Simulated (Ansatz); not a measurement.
# C3H6SSi: what the fields show

Input file:

```
crystal:
  periodic: [false, false, false]
  atoms:
    - { symbol: C, position_ang: [-1.6047, 1.3561, 0.5864] }
    - { symbol: C, position_ang: [-0.7938, 0.3749, 0.5299] }
    - { symbol: C, position_ang: [0.2297, 0.2258, -0.5317] }
    - { symbol: Si, position_ang: [1.4479, -1.2999, -0.3804] }
    - { symbol: S, position_ang: [0.6023, 1.2256, -1.8339] }
    - { symbol: H, position_ang: [-1.6552, 2.2212, -0.1559] }
    - { symbol: H, position_ang: [-2.3711, 1.4607, 1.3669] }
    - { symbol: H, position_ang: [-0.8135, -0.3729, 1.2921] }
    - { symbol: H, position_ang: [0.9775, -2.1011, 0.8513] }
    - { symbol: H, position_ang: [2.8067, -0.9471, -0.1621] }
    - { symbol: H, position_ang: [1.2397, -2.2003, -1.5419] }
basis:
  gaussian: { orbitals: def2-SVP }
hamiltonian:
  xc: blyp
relax:
  f_tol: 0.02
  max_steps: 50
output:
  orbitals: {}
```

Command:

```sh
ansatz run input.yaml --threads 2 --pin off --max-ram 3072MiB --backend cpu --events-out ev --progress --plain --runs-dir out
```

The fields are those of the relaxed geometry.

The calculation used RKS BLYP/def2-SVP (Ansatz).

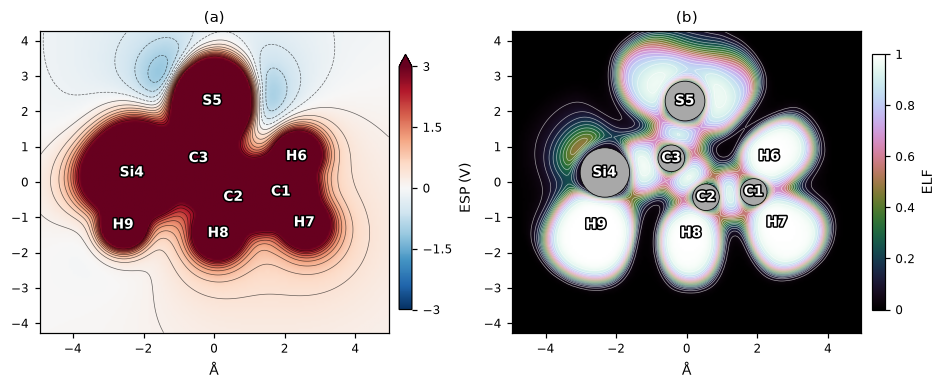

Figure 1. (a) electrostatic potential; (b) electron localisation function on the plane of atoms C3, C2 and H8. Grey discs cover the atomic cores in the ELF map.

**What do the fields say about this system?**

- The plane passes through C, Si, S and H nuclei.
- C–C (1.36 Å): the ELF peaks at about 0.95 between the atoms (a covalent bond).
- C–S (1.67 Å): the ELF peaks at about 0.90 between the atoms; a covalent bond.
- C–Si (1.92 Å): the ELF peaks at about 0.95 between the atoms, as expected for a shared electron pair.
- C–H (1.10 Å): the ELF climbs to about 1 towards the hydrogen, as it does in any bond to H; a covalent bond by its length.
- C–C (1.48 Å): the ELF peaks at about 0.95 between the atoms; a shared electron pair.
- The ELF also peaks beside S5, away from the bonds: lone-pair regions.
- Outside the dense part of the molecule the potential is most negative (−1.1 V) near S5.

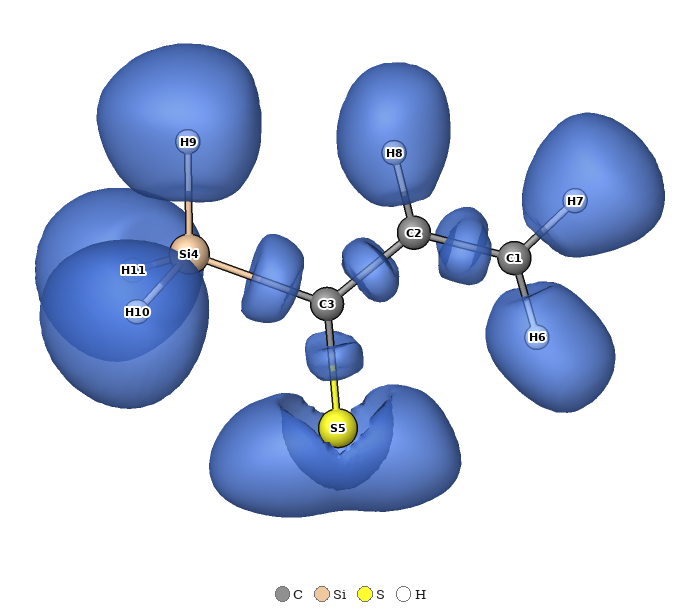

Figure 2. Isosurface of the ELF at 0.8 (blue), seen at a tilt. Only the valence region is drawn (cores and ρ < 0.01 e/Å³ removed).

**Identify the bonds, lone pairs and shells in this picture.**

The surface consists of two regions between bonded C–C atoms (shared pairs), one region between bonded C–S atoms (shared pairs), one region between bonded C–Si atoms (shared pairs), six regions around hydrogen nuclei and one ring or bowl of non-bonding electrons around S.

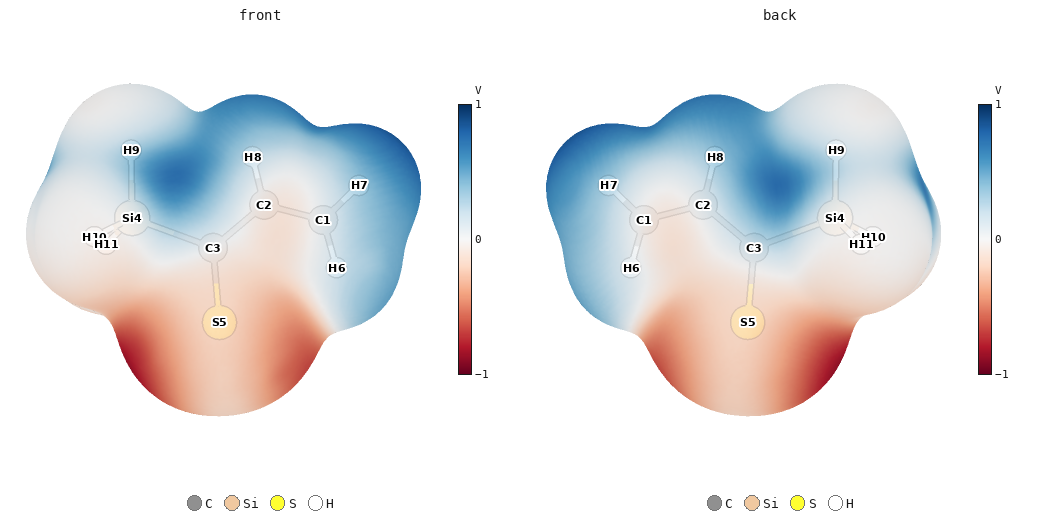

Figure 3. The molecular electrostatic potential painted on the density surface at 0.001 e/bohr³, seen from the front and from behind; the colour scale runs from red (negative) to blue (positive).

**Which sites attract a positive test charge, and which a negative one?**

A positive charge is drawn to the negative regions and a negative charge to the positive ones. The most negative region (about −0.8 V, or −18 kcal/mol for a unit charge) lies over S5, the most positive (about +0.8 V, or +18 kcal/mol for a unit charge) over H7.
